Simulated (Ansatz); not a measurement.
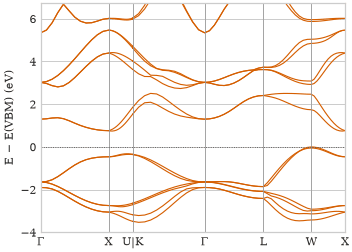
Figure. Band structure from PBE with spin–orbit coupling in the plane-wave PAW code Ansatz

Read off the gap and where the band edges lie.

About 0.7 eV (0.74 eV by a search for the band edges); maximum at W, minimum on the X–U line, 12 % of the way from X.

The material is PbS (zinc blende, F-43m).

The start of the workflow was typed in or built on a structure type; neither database checked (COD, Materials Project) lists it. It is not the phase usual at ambient conditions (space group No. 225). The PBE relaxation kept the symmetry of its start; its stability against distortions is not shown here.

Potentials: the earlier of the program's two PAW sets.
